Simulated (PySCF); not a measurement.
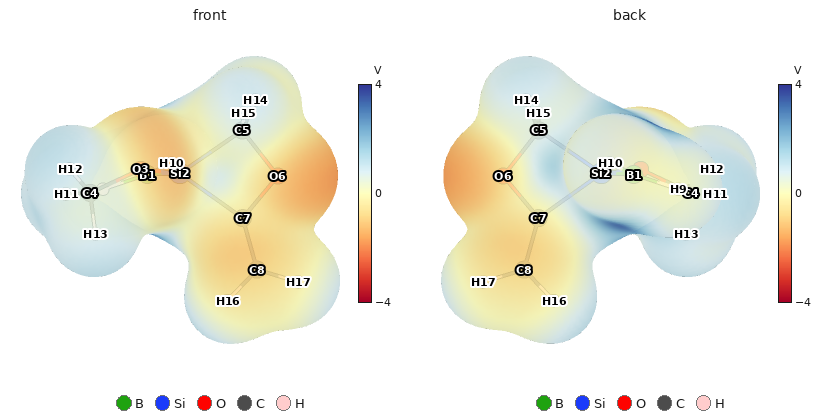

C$_{4}$H$_{9}$BO$_{2}$Si. The molecular electrostatic potential painted on the density surface at 0.004 e/bohr³, seen from the front and from behind; red is negative and blue positive.

Geometry: GFN2-xTB.

Theory: PBE0/def2-SVPD, SCF density, gas phase (PySCF 2.14.0).

```xyz
17

B    -1.1482   -1.6193    1.0126
Si    0.0154   -0.1575    0.4820
O     1.5051   -0.5047   -0.0931
C     1.9336   -1.5503   -0.9154
C     0.2467    1.4557    1.5169
O    -0.6140    2.2167    0.6571
C    -0.8766    1.3286   -0.3564
C    -1.5684    1.6207   -1.4490
H    -1.0029   -2.6902    0.5641
H    -2.0512   -1.4708    1.7372
H     1.4054   -2.4780   -0.6856
H     3.0020   -1.6931   -0.7501
H     1.7639   -1.2972   -1.9641
H    -0.1508    1.4691    2.5322
H     1.2426    1.9007    1.5244
H    -1.7480    0.8730   -2.1995
H    -1.9615    2.6086   -1.6233
```

> Which sites attract a positive test charge, and which a negative one?

A positive charge is drawn to the negative regions and a negative charge to the positive ones. The most negative region (about −1.7 V) lies over O6, the most positive (about +3.2 V) over B1. O6 is the likeliest acceptor of a hydrogen bond.

> What dipole moment does the calculation give?

Its dipole moment is 3.04 D.
